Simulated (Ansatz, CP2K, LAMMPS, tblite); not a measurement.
## Atom list for Glassy B2O3 (100 atoms)

100 atoms (40 B, 60 O) placed at random at 1.93 g/cm³, melted at 3000 K for 20 ps at fixed volume with the Buckingham and Coulomb pair potential of Guillot and Sator (Geochim. Cosmochim. Acta 71, 1249 (2007)) with the boron terms of Wang et al. (J. Non-Cryst. Solids 498, 294 (2018)). Quenched from 3000 K to 300 K at 100 K/ps and fixed volume, held 10 ps at zero pressure.

Calculated values (Ansatz 0.2.0, Kohn-Sham DFT, PBE, PAW, plane waves; cutoff 420 eV, Γ point, fermi-dirac smearing of 0.05 eV; density 2.02 g/cm³) for the geometry as built.

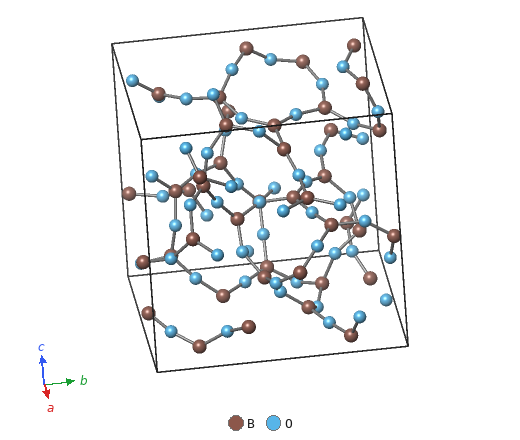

The structure (boron brown, oxygen blue). Bonds to atoms that aren't drawn are left out. Some periodic images of atoms are drawn too.

Cell vectors (Å):

```
10.452 0.000 0.000
0.000 10.452 0.000
0.000 0.000 10.452
```

Positions (Å):

```
1 B 8.919 1.963 0.307
2 B 6.216 4.134 4.676
3 B 7.697 4.958 2.574
4 B 3.501 5.465 1.245
5 B 4.700 10.406 7.335
6 B 7.842 7.859 4.666
7 B 0.572 7.798 9.004
8 B 10.287 2.345 8.425
9 B 1.121 5.450 10.088
10 B 0.974 0.199 4.095
11 B 5.365 3.399 0.957
12 B 2.330 1.583 8.979
13 B 0.934 9.127 1.764
14 B 7.163 6.181 7.971
15 B 9.037 1.987 5.175
16 B 3.026 8.355 7.885
17 B 4.867 1.409 2.779
18 B 1.883 5.485 3.519
19 B 4.569 6.079 7.975
20 B 4.594 7.598 0.730
21 B 3.116 8.142 4.873
22 B 7.043 6.747 0.765
23 B 2.543 3.921 5.705
24 B 6.900 3.882 9.198
25 B 5.366 9.787 9.770
26 B 9.772 6.262 3.492
27 B 5.368 6.593 5.023
28 B 9.489 6.803 6.675
29 B 7.340 2.721 6.790
30 B 7.176 0.103 1.292
31 B 2.911 9.753 0.021
32 B 10.308 3.928 1.540
33 B 0.666 8.755 5.868
34 B 3.170 4.004 8.897
35 B 9.317 8.227 0.270
36 B 4.160 9.335 2.726
37 B 4.332 1.826 5.413
38 B 0.526 4.581 7.114
39 B 0.616 2.709 3.832
40 B 7.855 10.426 3.886
41 O 6.963 4.184 3.502
42 O 8.970 7.124 4.260
43 O 7.389 5.190 8.980
44 O 3.398 2.825 5.685
45 O 7.881 9.257 4.691
46 O 4.158 9.128 10.104
47 O 8.244 6.621 7.204
48 O 4.308 0.200 2.343
49 O 7.050 3.005 8.101
50 O 6.602 7.209 4.782
51 O 9.271 3.125 1.006
52 O 10.108 8.078 6.476
53 O 0.975 9.879 2.953
54 O 9.422 1.927 9.424
55 O 4.160 7.272 5.150
56 O 10.332 5.690 6.558
57 O 5.221 2.328 1.803
58 O 2.669 5.478 2.377
59 O 0.703 6.248 3.560
60 O 1.113 1.707 8.350
61 O 5.496 10.321 8.510
62 O 5.879 6.326 7.448
63 O 10.060 2.867 4.784
64 O 1.687 8.439 8.382
65 O 2.215 4.697 9.677
66 O 4.162 4.776 8.282
67 O 6.242 10.054 0.389
68 O 1.873 8.151 5.508
69 O 3.604 6.651 0.488
70 O 10.139 8.567 1.400
71 O 10.211 3.618 7.839
72 O 0.648 6.465 9.288
73 O 5.862 7.219 0.237
74 O 4.927 1.670 4.132
75 O 6.680 3.305 5.714
76 O 9.900 8.535 9.517
77 O 0.556 3.388 2.598
78 O 3.683 9.434 7.326
79 O 8.589 1.066 4.216
80 O 7.051 5.631 1.595
81 O 4.623 8.218 2.019
82 O 8.208 7.464 0.477
83 O 9.028 5.298 2.824
84 O 1.833 4.285 6.839
85 O 8.257 0.887 0.828
86 O 2.032 9.163 0.942
87 O 5.325 5.183 4.953
88 O 0.563 10.052 5.299
89 O 4.725 0.854 6.352
90 O 0.374 4.992 0.721
91 O 8.476 2.024 6.476
92 O 3.651 7.087 7.984
93 O 2.194 4.593 4.537
94 O 3.434 9.096 3.940
95 O 3.193 2.636 8.994
96 O 4.421 4.435 1.083
97 O 6.307 3.488 10.378
98 O 2.644 0.508 9.826
99 O 7.187 10.261 2.660
100 O 1.345 1.548 3.982
```

Predict the forces and charges.

Columns: atom, q, fx, fy, fz (forces in eV/Å, q the Löwdin charge in e).

```
1 0.68 1.442 0.701 -1.254
2 0.68 1.824 1.803 0.964
3 0.70 -0.659 1.114 1.936
4 0.68 0.945 0.444 1.166
5 0.69 -1.487 -1.947 1.979
6 0.68 -1.378 0.158 -1.821
7 0.68 0.808 1.093 0.720
8 0.69 2.014 1.132 1.819
9 0.66 -0.480 -1.834 -0.045
10 0.67 -0.101 -0.942 -0.023
11 0.68 -1.252 1.373 -0.444
12 0.68 -1.647 -0.065 1.131
13 0.68 -1.765 1.786 0.428
14 0.69 0.304 -2.901 -0.874
15 0.71 0.031 -0.200 -0.297
16 0.66 -0.059 -1.679 0.496
17 0.68 -1.259 -0.119 -0.234
18 0.68 -0.242 -0.963 -1.337
19 0.68 -0.541 -0.132 -0.210
20 0.64 0.597 -0.528 1.516
21 0.65 0.718 0.586 -0.208
22 0.68 0.311 0.576 -0.060
23 0.69 -0.455 0.192 -0.848
24 0.68 -0.328 0.457 -1.624
25 0.72 0.817 1.867 0.636
26 0.68 -0.675 -0.311 1.025
27 0.67 0.396 -0.172 -0.829
28 0.67 1.959 -0.613 0.835
29 0.67 0.189 1.708 0.107
30 0.68 1.077 0.826 -0.422
31 0.67 -1.265 1.297 -0.432
32 0.67 0.425 -0.420 -1.672
33 0.70 1.069 0.517 -2.503
34 0.68 -0.743 1.940 0.564
35 0.68 1.766 -0.870 1.338
36 0.66 -0.446 -1.648 1.149
37 0.70 -0.223 -0.283 -0.872
38 0.69 -2.353 -0.826 -0.265
39 0.69 -1.961 -1.169 -1.711
40 0.69 0.405 -2.268 -0.093
41 -0.39 0.626 -0.036 -0.863
42 -0.39 0.270 0.649 0.257
43 -0.41 -0.489 0.793 -0.073
44 -0.36 0.674 -0.353 0.362
45 -0.39 0.148 0.257 -0.319
46 -0.34 -0.975 -0.879 1.099
47 -0.35 -0.760 1.098 0.433
48 -0.39 0.499 0.311 -0.198
49 -0.37 -0.590 0.018 0.791
50 -0.39 0.323 0.322 0.373
51 -0.41 -0.294 -0.106 0.450
52 -0.37 -1.248 -0.398 0.649
53 -0.37 -0.245 -0.644 -0.931
54 -0.38 -0.257 -0.306 0.056
55 -0.38 0.033 -1.086 0.515
56 -0.39 0.478 -0.293 0.264
57 -0.36 0.672 -0.608 0.162
58 -0.37 -0.016 0.320 0.176
59 -0.37 -0.544 -0.151 -0.097
60 -0.41 -0.501 -0.560 -0.091
61 -0.37 0.713 0.524 -0.381
62 -0.38 -0.133 0.465 1.343
63 -0.39 -1.035 -0.144 0.779
64 -0.40 0.031 0.597 -0.013
65 -0.39 -0.225 -0.352 0.087
66 -0.38 0.834 -0.442 0.012
67 -0.36 -0.103 -0.086 -0.580
68 -0.39 1.203 -1.282 0.468
69 -0.43 -0.649 -0.549 0.428
70 -0.41 0.163 0.051 0.327
71 -0.40 -0.013 0.737 -0.272
72 -0.38 -0.029 0.031 0.350
73 -0.41 0.806 0.223 -0.149
74 -0.39 -0.393 0.630 0.875
75 -0.40 -1.293 0.246 -0.601
76 -0.40 1.270 -0.795 -1.643
77 -0.38 0.754 -0.007 1.214
78 -0.38 -0.566 0.039 -0.243
79 -0.37 -0.059 0.933 0.446
80 -0.37 -0.562 0.301 -0.681
81 -0.41 -0.641 1.312 0.410
82 -0.36 -0.052 0.278 -0.019
83 -0.37 0.749 -0.715 -0.357
84 -0.37 1.042 -0.577 -0.100
85 -0.38 -0.736 0.059 -0.005
86 -0.36 1.490 0.209 -1.320
87 -0.40 -0.050 -0.247 -0.065
88 -0.39 -0.229 0.309 0.347
89 -0.34 0.295 1.419 -0.493
90 -0.39 -0.256 -0.493 0.436
91 -0.38 0.722 -0.518 -1.163
92 -0.37 -0.423 0.854 0.027
93 -0.38 0.364 -0.178 0.183
94 -0.39 0.258 0.937 -1.376
95 -0.37 1.156 0.519 -0.478
96 -0.39 -0.050 -0.379 -0.280
97 -0.37 0.052 -0.789 0.241
98 -0.37 0.169 -0.873 0.260
99 -0.39 -0.445 0.139 -0.541
100 -0.40 0.290 -0.414 -0.215
```

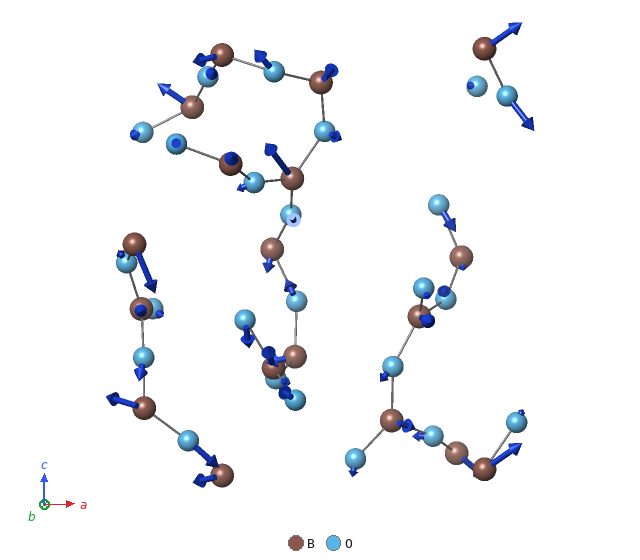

The forces as arrows, the longest 3.15 eV/Å. Drawn is a slice 4 Å thick, seen along the normal of the ac plane. Bonds to atoms that aren't drawn are left out.

The quench rate of 100 K/ps is many orders above laboratory rates, so the cell is likely richer in defects and strain than a real sample. The network of bonds at the start is that of the classical potential that made the cell, and needn't be the one that DFT or experiment would give. The classical run held zero pressure, yet DFT finds -8.4 GPa in this frame, which points to a density or bond lengths far off those of this functional. Only the Γ point is sampled, in a cell whose shortest periodic width is 10 Å. The Löwdin charges lack the electrons that the projection spills, 0.043 e an atom on average.

The r.m.s. force component is 0.860 eV/Å; the longest force, 3.15 eV/Å, acts on B5.

[Logs are printed without paths, hosts, clocks, repeated set-up lines and the standing remarks that a program may print on its own settings, such as how far it seeks lower states.]

[Hosts, paths, dates, database ids (printed as entryN), source tags and the programs' standing remarks are cut or masked in the printed files.]
